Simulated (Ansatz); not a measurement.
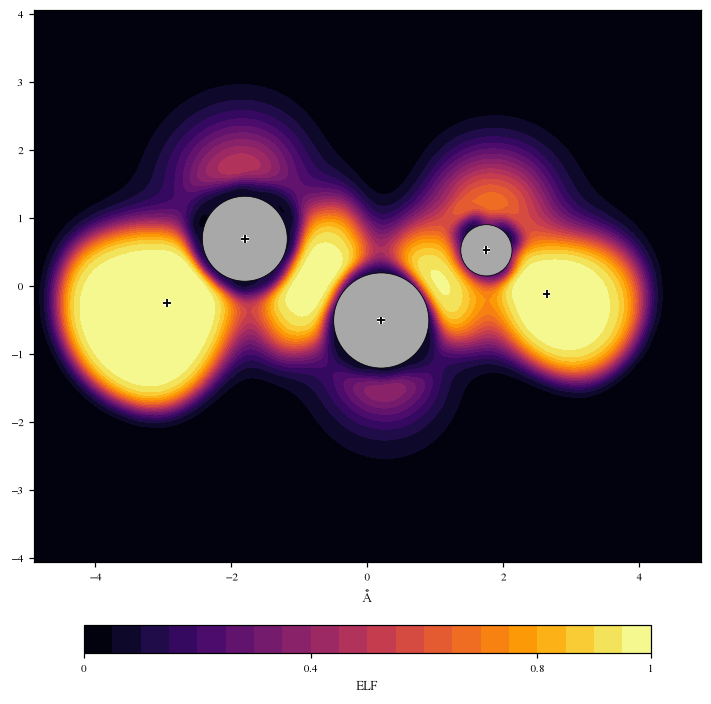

The ELF on a plane through atoms (crosses mark nuclei in the plane; grey discs cover the cores).

Method: RKS PBE0-D4/def2-TZVPP in Ansatz 0.2.0.

Candidates:
A. C4H4F4 (SMILES CC(F)=CC(F)(F)F)
B. CH8ClNSi2 (SMILES C[Si](N)([SiH3])Cl)
C. C2H8GeO3 (SMILES C[CH2][Ge]([OH])([OH])[OH])

**Which candidate gave the map?**

Candidate B: CH8ClNSi2 on the plane of atoms C1, Si2 and Si4, which holds C, Si and H. C–Si (1.86 Å): the ELF peaks at about 0.95 between the atoms: a shared electron pair. Si–Si (2.34 Å): the ELF peaks at about 1 between the atoms (a shared electron pair).
